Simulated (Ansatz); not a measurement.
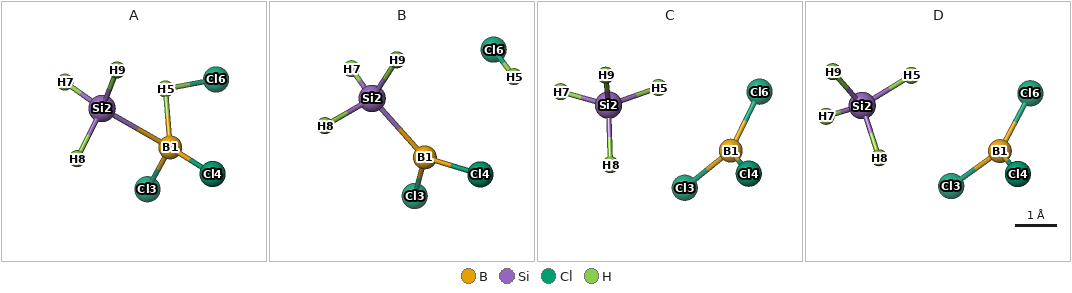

4 geometries from a converged minimum-energy path of BSiH4Cl3, made up of BSiH₃Cl₂ and HCl, shuffled. The picture is a ball-and-stick view, seen at a tilt.

All numbers below come from RKS PBE0-D4/def2-SVP (Ansatz 0.2.0). Settings: 5 movable images; climbing image; force threshold 0.05 eV/Å; iteration limit 60; starting path through a guess of the saddle point.

### Which frame is the transition state?

A. In order along the path, whose images run from 0 to 6: B (image 0, 0.0 kJ/mol), A (image 3, +83.8 kJ/mol), C (image 5, −88.3 kJ/mol), D (image 6, −91.1 kJ/mol). Breaking: B1–Si2 (2.02 → 2.14 at the top → 3.85 Å), H5–Cl6 (1.29 → 1.51 at the top → 3.38 Å). Forming: B1–Cl6 (3.29 → 2.23 at the top → 1.74 Å), Si2–H5 (3.57 → 1.94 at the top → 1.49 Å).

Limits of the set-up: the start holds two separate molecules, 2.7 Å apart at their closest, whose relative position is a soft coordinate.

The run took 7 min on 2 threads of Arm Neoverse V2, on a shared host, peak memory 0.26 GiB.
